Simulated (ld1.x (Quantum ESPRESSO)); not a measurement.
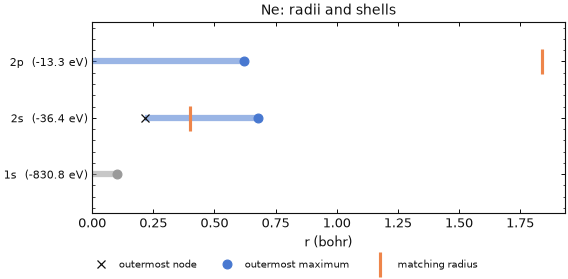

Figure 1. Outer shells of the all-electron reference atom: each bar runs from the outermost node (or the nucleus) to the outermost maximum of u(r); the tick is the radius chosen for the pseudo-wave. Shells without a tick have no pseudo-wave of their own. Levels, nodes and maxima are from ld1.x, scalar-relativistic.

- Radii against the shells: 2s: 0.40 bohr, between node and maximum; 2p: 1.84 bohr, outside the maximum. In the spherical-Bessel test 2s stands at −2.613 Ry at the top cutoff of 400 Ry, still falling, against −2.676 Ry all-electron. So the potential is too hard for plane waves up to 400 Ry. No cutoff can be given, and the search for ghost states has no verdict.

Run report: Ne, pseudopotential generation

- system: neon (Ne, Z = 10), core [He], reference valence 2s2 2p6, valence charge 8.
- method: TM potential, PBE, scalar-relativistic, made with ld1.x (Quantum ESPRESSO) 7.5

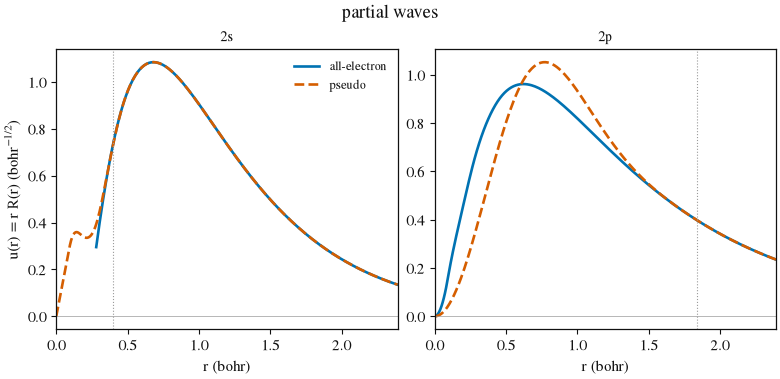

Figure 2. Partial waves u(r) = r R(r), all-electron (solid) and pseudo (dashed). Dotted lines mark the matching radii. The innermost oscillations of some all-electron curves aren't drawn. Pseudo-waves: 2s has no node; 2p has no node.

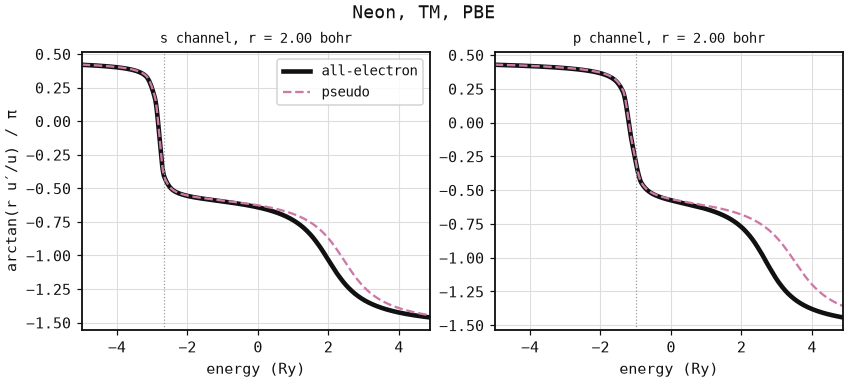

Figure 3. Unwrapped phase arctan(r u′/u) in units of π against energy, all-electron (solid) and pseudo (dashed); the pseudo phase is matched to the all-electron one at the reference energy. Here u = r R(r). The dotted line marks the reference energy of the channel.

- Poles, where the radial function vanishes at the test radius: s: all-electron at -2.5 Ry, pseudo at -2.5 Ry; p: all-electron at -0.7 Ry, pseudo at -0.7 Ry.
- Range over which the phases agree within 0.05 rad: s: up to about 0.0 Ry; p: up to about 0.6 Ry.

Input and output of the run follow.

### The input
```
 &input
   title='Ne', zed=10., rel=1, dft='PBE', iswitch=3,
   config='[He] 2s2 2p6',
   nld=2, rlderiv=2.00, eminld=-5.0, emaxld=5.0, deld=0.02
 /
 &inputp
   pseudotype=2, tm=.true., lloc=1,
   nlcc=.true., new_core_ps=.true., rcore=0.20,
   file_pseudopw='Ne.UPF', file_wfcaegen='ae.wfc', file_wfcncgen='nc.wfc', file_beta='beta', file_chi='chi'
 /
2
2S  1  0   2.00   0.00  0.40  0.40  0.0
2P  2  1   6.00   0.00  1.84  1.84  0.0
 &test
   configts(1)='2s2 2p6'
 /
```

### Input of the test run
```
 &input
   title='Ne', zed=10., rel=1, dft='PBE', iswitch=2,
   config='[He] 2s2 2p6'
 /
 &test
   file_pseudo='Ne.UPF', nconf=7,
   configts(1)='2s2 2p6',
   configts(2)='2s2 2p5',
   configts(3)='2s2 2p4',
   configts(4)='2s2 2p3',
   configts(5)='2s2 2p2',
   configts(6)='2s2 2p5.5',
   configts(7)='2s1 2p6'
 /
```

Launched with:
```bash
ld1.x < Ne.in > Ne.out
```

### The program's output
```
     Program LD1 v.7.5
     --------------------------- All-electron run ----------------------------

     Ne
     scalar relativistic calculation

     atomic number is 10.00
     dft =PBE   lsd =0 sic =0 latt =0  beta=0.20 tr2=1.0E-14
     Exchange-correlation= PBE
                           (   1   4   3   4   0   0   0)
     mesh =1113 r(mesh) =  99.22747 a.u. xmin = -7.00 dx = 0.01250
     1 Ry =  13.60569312 eV, c = 137.03599908

     n l     nl                  e(Ry)          e(Ha)          e(eV)
     1 0     1S 1( 2.00)       -61.0630       -30.5315      -830.8043
     2 0     2S 1( 2.00)        -2.6757        -1.3379       -36.4051
     2 1     2P 1( 6.00)        -0.9800        -0.4900       -13.3342

     final scf error:  2.6E-15 reached in  30 iterations

     Etot =    -258.027612 Ry,    -129.013806 Ha,   -3510.644510 eV

     Ekin =     257.961006 Ry,     128.980503 Ha,    3509.738283 eV
     Encl =    -623.012868 Ry,    -311.506434 Ha,   -8476.521890 eV
     Eh   =     131.806734 Ry,      65.903367 Ha,    1793.321974 eV
     Exc  =     -24.782484 Ry,     -12.391242 Ha,    -337.182876 eV

     normalization and overlap integrals

     s(1S/1S) =  1.000000  <r> =   0.1579  <r2> =    0.0337  r(max) =   0.1025
     s(2S/2S) =  1.000000  <r> =   0.8970  <r2> =    0.9830  r(max) =   0.6770
     s(2P/2P) =  1.000000  <r> =   0.9815  <r2> =    1.2988  r(max) =   0.6203

     ------------------------ End of All-electron run ------------------------

     --------------------- Generating NC pseudopotential ---------------------

      Generating local pot.: lloc=1, matching radius rcloc =   1.8400

      Computing core charge for nlcc:

       r > 0.20 : true rho core
      Core charge pseudized with two Bessel functions
      Integrated core pseudo-charge :   1.72

      Wfc   2S  rcut= 0.396  Using Troullier-Martins method

     ------------------- End of pseudopotential generation -------------------

     --------------------------- All-electron run ----------------------------

     Ne
     scalar relativistic calculation

     atomic number is 10.00
     dft =PBE   lsd =0 sic =0 latt =0  beta=0.20 tr2=1.0E-14
     Exchange-correlation= PBE
                           (   1   4   3   4   0   0   0)
     mesh =1113 r(mesh) =  99.22747 a.u. xmin = -7.00 dx = 0.01250
     1 Ry =  13.60569312 eV, c = 137.03599908

     n l     nl                  e(Ry)          e(Ha)          e(eV)
     1 0     1S 1( 2.00)       -61.0630       -30.5315      -830.8043
     2 0     2S 1( 2.00)        -2.6757        -1.3379       -36.4051
     2 1     2P 1( 6.00)        -0.9800        -0.4900       -13.3342

     final scf error:  2.6E-15 reached in  30 iterations

     Etot =    -258.027612 Ry,    -129.013806 Ha,   -3510.644510 eV

     Ekin =     257.961006 Ry,     128.980503 Ha,    3509.738283 eV
     Encl =    -623.012868 Ry,    -311.506434 Ha,   -8476.521890 eV
     Eh   =     131.806734 Ry,      65.903367 Ha,    1793.321974 eV
     Exc  =     -24.782484 Ry,     -12.391242 Ha,    -337.182876 eV

     normalization and overlap integrals

     s(1S/1S) =  1.000000  <r> =   0.1579  <r2> =    0.0337  r(max) =   0.1025
     s(2S/2S) =  1.000000  <r> =   0.8970  <r2> =    0.9830  r(max) =   0.6770
     s(2P/2P) =  1.000000  <r> =   0.9815  <r2> =    1.2988  r(max) =   0.6203

     ------------------------ End of All-electron run ------------------------

     Computing logarithmic derivative in   1.99608

       Warning: n=1, l=0 expected 0 nodes, found 1
       Setting wfc to zero for this iteration
       (This warning will only be printed once per wavefunction)

     Computing logarithmic derivative in   1.99608
     Computing the partial wave expansion
     R is outside the sphere for l=    0 j= 0.00
       no projector for channel:   1

     ---------------------- Testing the pseudopotential ----------------------

     Ne
     scalar relativistic calculation

     atomic number is 10.00   valence charge is  8.00
     dft =PBE   lsd =0 sic =0 latt =0  beta=0.20 tr2=1.0E-14
     mesh =1113 r(mesh) =  99.22747 xmin = -7.00 dx = 0.01250

     n l     nl             e AE (Ry)        e PS (Ry)    De AE-PS (Ry)
     1 0     2S   1( 2.00)       -2.67573       -2.67547       -0.00026
     2 1     2P   1( 6.00)       -0.98004       -0.98004        0.00000

     eps = 8.5E-16  iter = 21

     Etot =    -258.027612 Ry,    -129.013806 Ha,   -3510.644510 eV
     Etotps =   -75.186185 Ry,     -37.593093 Ha,   -1022.960167 eV

     Ekin =      42.440945 Ry,      21.220473 Ha,     577.438477 eV
     Encl =    -160.437562 Ry,     -80.218781 Ha,   -2182.864229 eV
     Ehrt =      58.623398 Ry,      29.311699 Ha,     797.611962 eV
     Ecxc =     -20.424624 Ry,     -10.212312 Ha,    -277.891162 eV
     (Ecc =      -8.607040 Ry,      -4.303520 Ha,    -117.104741 eV)
     Epseu=       4.611657 Ry,       2.305828 Ha,      62.744786 eV

     ---------------------- End of pseudopotential test ----------------------
```

### Output of the test run (extracts)
```
     ---------------------- Testing the pseudopotential ----------------------

     Ne
     scalar relativistic calculation

     atomic number is 10.00   valence charge is  8.00
     dft =PBE   lsd =0 sic =0 latt =0  beta=0.20 tr2=1.0E-14
     mesh =1113 r(mesh) =  99.22747 xmin = -7.00 dx = 0.01250

     n l     nl             e AE (Ry)        e PS (Ry)    De AE-PS (Ry)
     1 0     2S   1( 2.00)       -2.67573       -2.67547       -0.00026
     2 1     2P   1( 6.00)       -0.98004       -0.98004        0.00000

     eps = 1.0E-15  iter = 21

     Etot =    -258.027612 Ry,    -129.013806 Ha,   -3510.644510 eV
     Etotps =   -75.186185 Ry,     -37.593093 Ha,   -1022.960166 eV

     Ekin =      42.440945 Ry,      21.220473 Ha,     577.438477 eV
     Encl =    -160.437562 Ry,     -80.218781 Ha,   -2182.864228 eV
     Ehrt =      58.623398 Ry,      29.311699 Ha,     797.611962 eV
     Ecxc =     -20.424624 Ry,     -10.212312 Ha,    -277.891162 eV
     (Ecc =      -8.607040 Ry,      -4.303520 Ha,    -117.104741 eV)
     Epseu=       4.611657 Ry,       2.305828 Ha,      62.744785 eV

     ---------------------- End of pseudopotential test ----------------------

     ---------------------- Testing the pseudopotential ----------------------

     Ne
     scalar relativistic calculation

     atomic number is 10.00   valence charge is  8.00
     dft =PBE   lsd =0 sic =0 latt =0  beta=0.20 tr2=1.0E-14
     mesh =1113 r(mesh) =  99.22747 xmin = -7.00 dx = 0.01250

     n l     nl             e AE (Ry)        e PS (Ry)    De AE-PS (Ry)
     1 0     2S   1( 2.00)       -4.09021       -4.11251        0.02230  !
     2 1     2P   1( 5.00)       -2.37221       -2.36521       -0.00699  !

     eps = 4.8E-15  iter = 14

     Etot =    -256.375699 Ry,    -128.187850 Ha,   -3488.169091 eV
     Etotps =   -73.534381 Ry,     -36.767190 Ha,   -1000.486220 eV
     dEtot_ae =       1.651913 Ry
     dEtot_ps =       1.651805 Ry,   Delta E=       0.000108 Ry

     Ekin =      39.944168 Ry,      19.972084 Ha,     543.468096 eV
     Encl =    -146.932959 Ry,     -73.466479 Ha,   -1999.124745 eV
     Ehrt =      47.782255 Ry,      23.891128 Ha,     650.110701 eV
     Ecxc =     -19.218963 Ry,      -9.609482 Ha,    -261.487316 eV
     (Ecc =      -8.607040 Ry,      -4.303520 Ha,    -117.104741 eV)
     Epseu=       4.891118 Ry,       2.445559 Ha,      66.547045 eV

     ---------------------- End of pseudopotential test ----------------------

     ---------------------- Testing the pseudopotential ----------------------

     Ne
     scalar relativistic calculation

     atomic number is 10.00   valence charge is  8.00
     dft =PBE   lsd =0 sic =0 latt =0  beta=0.20 tr2=1.0E-14
     mesh =1113 r(mesh) =  99.22747 xmin = -7.00 dx = 0.01250

     n l     nl             e AE (Ry)        e PS (Ry)    De AE-PS (Ry)
     1 0     2S   1( 2.00)       -5.74246       -5.75673        0.01427  !
     2 1     2P   1( 4.00)       -4.02943       -3.95763       -0.07181  !

     eps = 7.4E-16  iter = 21

     Etot =    -253.195543 Ry,    -126.597771 Ha,   -3444.900857 eV
     Etotps =   -70.387194 Ry,     -35.193597 Ha,    -957.666555 eV
     dEtot_ae =       4.832069 Ry
     dEtot_ps =       4.798992 Ry,   Delta E=       0.033077 Ry

     Ekin =      36.116538 Ry,      18.058269 Ha,     491.390531 eV
     Encl =    -130.839039 Ry,     -65.419520 Ha,   -1780.155814 eV
     Ehrt =      36.910210 Ry,      18.455105 Ha,     502.188995 eV
     Ecxc =     -17.803273 Ry,      -8.901637 Ha,    -242.225873 eV
     (Ecc =      -8.607040 Ry,      -4.303520 Ha,    -117.104741 eV)
     Epseu=       5.228371 Ry,       2.614185 Ha,      71.135606 eV

     ---------------------- End of pseudopotential test ----------------------

     ---------------------- Testing the pseudopotential ----------------------

     Ne
     scalar relativistic calculation

     atomic number is 10.00   valence charge is  8.00
     dft =PBE   lsd =0 sic =0 latt =0  beta=0.20 tr2=1.0E-14
     mesh =1113 r(mesh) =  99.22747 xmin = -7.00 dx = 0.01250

     n l     nl             e AE (Ry)        e PS (Ry)    De AE-PS (Ry)
     1 0     2S   1( 2.00)       -7.59575       -7.55002       -0.04573  !
     2 1     2P   1( 3.00)       -5.92024       -5.69685       -0.22339  !

     eps = 3.8E-15  iter = 12

     Etot =    -248.239490 Ry,    -124.119745 Ha,   -3377.470323 eV
     Etotps =   -65.570370 Ry,     -32.785185 Ha,    -892.130333 eV
     dEtot_ae =       9.788122 Ry
     dEtot_ps =       9.615815 Ry,   Delta E=       0.172307 Ry

     Ekin =      31.112401 Ry,      15.556200 Ha,     423.305777 eV
     Encl =    -112.790836 Ry,     -56.395418 Ha,   -1534.597495 eV
     Ehrt =      26.781524 Ry,      13.390762 Ha,     364.381193 eV
     Ecxc =     -16.272583 Ry,      -8.136291 Ha,    -221.399771 eV
     (Ecc =      -8.607040 Ry,      -4.303520 Ha,    -117.104741 eV)
     Epseu=       5.599124 Ry,       2.799562 Ha,      76.179964 eV

     ---------------------- End of pseudopotential test ----------------------

     ---------------------- Testing the pseudopotential ----------------------

     Ne
     scalar relativistic calculation

     atomic number is 10.00   valence charge is  8.00
     dft =PBE   lsd =0 sic =0 latt =0  beta=0.20 tr2=1.0E-14
     mesh =1113 r(mesh) =  99.22747 xmin = -7.00 dx = 0.01250

     n l     nl             e AE (Ry)        e PS (Ry)    De AE-PS (Ry)
     1 0     2S   1( 2.00)       -9.62731       -9.45774       -0.16958  !
     2 1     2P   1( 2.00)       -8.02463       -7.54487       -0.47975  !

     eps = 2.1E-16  iter = 12

     Etot =    -241.284394 Ry,    -120.642197 Ha,   -3282.841414 eV
     Etotps =   -58.957259 Ry,     -29.478629 Ha,    -802.154371 eV
     dEtot_ae =      16.743219 Ry
     dEtot_ps =      16.228927 Ry,   Delta E=       0.514292 Ry

     Ekin =      25.050173 Ry,      12.525086 Ha,     340.824961 eV
     Encl =     -93.180780 Ry,     -46.590390 Ha,   -1267.789092 eV
     Ehrt =      17.876038 Ry,       8.938019 Ha,     243.215885 eV
     Ecxc =     -14.695437 Ry,      -7.347719 Ha,    -199.941612 eV
     (Ecc =      -8.607040 Ry,      -4.303520 Ha,    -117.104741 eV)
     Epseu=       5.992748 Ry,       2.996374 Ha,      81.535488 eV

     ---------------------- End of pseudopotential test ----------------------

     ---------------------- Testing the pseudopotential ----------------------

     Ne
     scalar relativistic calculation

     atomic number is 10.00   valence charge is  8.00
     dft =PBE   lsd =0 sic =0 latt =0  beta=0.20 tr2=1.0E-14
     mesh =1113 r(mesh) =  99.22747 xmin = -7.00 dx = 0.01250

     n l     nl             e AE (Ry)        e PS (Ry)    De AE-PS (Ry)
     1 0     2S   1( 2.00)       -3.34981       -3.36282        0.01301  !
     2 1     2P   1( 5.50)       -1.64003       -1.64141        0.00138

     eps = 6.8E-15  iter = 18

     Etot =    -257.375837 Ry,    -128.687919 Ha,   -3501.776662 eV
     Etotps =   -74.533712 Ry,     -37.266856 Ha,   -1014.082812 eV
     dEtot_ae =       0.651775 Ry
     dEtot_ps =       0.652474 Ry,   Delta E=      -0.000699 Ry

     Ekin =      41.369508 Ry,      20.684754 Ha,     562.860829 eV
     Encl =    -154.063510 Ry,     -77.031755 Ha,   -2096.140834 eV
     Ehrt =      53.274210 Ry,      26.637105 Ha,     724.832553 eV
     Ecxc =     -19.855713 Ry,      -9.927856 Ha,    -270.150732 eV
     (Ecc =      -8.607040 Ry,      -4.303520 Ha,    -117.104741 eV)
     Epseu=       4.741792 Ry,       2.370896 Ha,      64.515373 eV

     ---------------------- End of pseudopotential test ----------------------

     ---------------------- Testing the pseudopotential ----------------------

     Ne
     scalar relativistic calculation

     atomic number is 10.00   valence charge is  8.00
     dft =PBE   lsd =0 sic =0 latt =0  beta=0.20 tr2=1.0E-14
     mesh =1113 r(mesh) =  99.22747 xmin = -7.00 dx = 0.01250

     n l     nl             e AE (Ry)        e PS (Ry)    De AE-PS (Ry)
     1 0     2S   1( 1.00)       -4.10537       -4.17423        0.06886  !
     2 1     2P   1( 6.00)       -2.38261       -2.41654        0.03393  !

     eps = 2.4E-15  iter = 18

     Etot =    -254.655281 Ry,    -127.327640 Ha,   -3464.761603 eV
     Etotps =   -71.781905 Ry,     -35.890953 Ha,    -976.642575 eV
     dEtot_ae =       3.372331 Ry
     dEtot_ps =       3.404280 Ry,   Delta E=      -0.031949 Ry

     Ekin =      43.338754 Ry,      21.669377 Ha,     589.653781 eV
     Encl =    -145.922832 Ry,     -72.961416 Ha,   -1985.381277 eV
     Ehrt =      47.395873 Ry,      23.697937 Ha,     644.853708 eV
     Ecxc =     -19.070617 Ry,      -9.535309 Ha,    -259.468965 eV
     (Ecc =      -8.607040 Ry,      -4.303520 Ha,    -117.104741 eV)
     Epseu=       2.476917 Ry,       1.238459 Ha,      33.700178 eV

     ---------------------- End of pseudopotential test ----------------------
```

### Key numbers

- outcome: generated; 2s isn't converged at 400 Ry in the Bessel test; ld1.x warns of wrong node counts
- largest excitation error: +6997 meV (all-electron minus pseudo) for 2s2 2p2, out of 6 test configurations
- range over which the phases arctan(r u′/u) at the test radius agree within 0.05 rad (a looser test near the poles than one of phase shifts): s: up to about 0.0 Ry; p: up to about 0.6 Ry
- hardware: 1 CPU thread, shared host
- wall time: 0.95 s

### Remarks

An excitation error of 6997 meV in its own tests makes this a poorly transferable potential. In the spherical-Bessel test 2s stands at −2.613 Ry at the top cutoff of 400 Ry, still falling, against −2.676 Ry all-electron. So the potential is too hard for plane waves up to 400 Ry. No cutoff can be given, and the search for ghost states has no verdict. ld1.x warns that it found 1 node in place of 0 for 2s. It picks states by counting nodes, so it can end on another state than the one meant. In the reference test the levels of these shells still match within 0.00026 Ry.
